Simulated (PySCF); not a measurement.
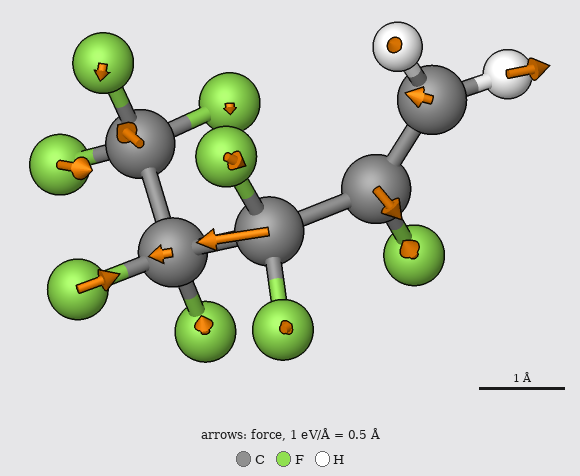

Starting geometry of C$_{5}$H$_{2}$F$_{8}$ with the computed forces as orange arrows. Style: ball-and-stick. Shown at a tilt.

The start comes from GFN2-xTB. Its atoms were then displaced at random by about 0.01 Å.

Method: PySCF, PBE0-D3(BJ)/def2-SVP geometry optimisation, gas phase. 

Question: What follows when this structure is relaxed?

Answer: It isn't relaxed: the largest force vector, on a C atom, is 1.78 eV/Å. The final displacements have little in common with the starting forces (cosine between the two patterns 0.20). An F atom moves most after the best rigid fit: 0.19 Å. Largest moves by element: F 0.19 Å, H 0.17 Å, C 0.09 Å. Near-neighbour distances that change, for instance: C–C 1.583 → 1.551 Å, C–F 1.354 → 1.323 Å, C–H 1.062 → 1.091 Å, C–F 1.362 → 1.338 Å. Among the angles between lasting bonds that change: C–C–F 112.6° → 109.5°, C–C–F 111.9° → 109.2°, C–C–C 113.0° → 115.5°. Over 16 geometry steps the energy falls by 16.5 kJ/mol. The run took 11 min on 1 thread of Arm Neoverse N1 (shared host).
